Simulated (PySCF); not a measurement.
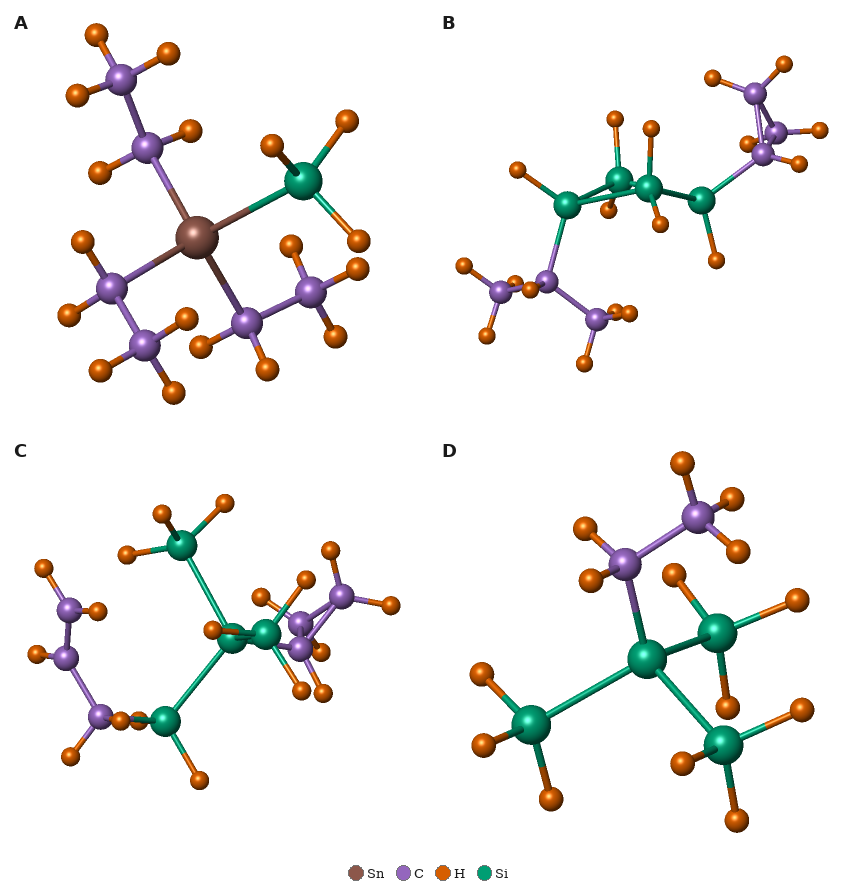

Figure made from data computed with PySCF.

```xyz
28
charge 0, multiplicity 1
C    -2.9690   -1.2191    0.5869
C    -3.3891    0.1667    1.0675
C    -4.4103    0.8091    0.1311
Si   -1.8885    1.3162    1.3271
Si   -0.1001    0.2475    2.4485
Si    0.7759   -0.3784    0.3397
C     2.6283   -0.3357    0.0829
C     3.3559    0.9823   -0.0053
C     3.2159    0.1348   -1.2261
Si   -0.4986    1.3890   -0.5913
H    -2.4784   -1.1719   -0.4000
H    -3.8440   -1.8824    0.4813
H    -2.2671   -1.7081    1.2812
H    -3.8441    0.0671    2.0707
H    -3.9914    0.9469   -0.8797
H    -5.3074    0.1746    0.0305
H    -4.7397    1.7962    0.4909
H    -2.3452    2.6367    1.8686
H    -0.4193   -0.8128    3.4578
H     0.8005    1.2645    3.0831
H     0.1990   -1.6968   -0.0831
H     3.1756   -1.1435    0.5831
H     2.7673    1.9038    0.0511
H     4.3374    1.0531    0.4710
H     4.0992   -0.3880   -1.6034
H     2.5299    0.4707   -2.0108
H     0.3107    2.6524   -0.5985
H    -1.1113    1.2089   -1.9464
```

**Which picture belongs to the input above?**

B. The file holds C6H18Si4, `CC(C)[Si@H]1[SiH2][Si@H](C2CC2)[SiH2]1`.
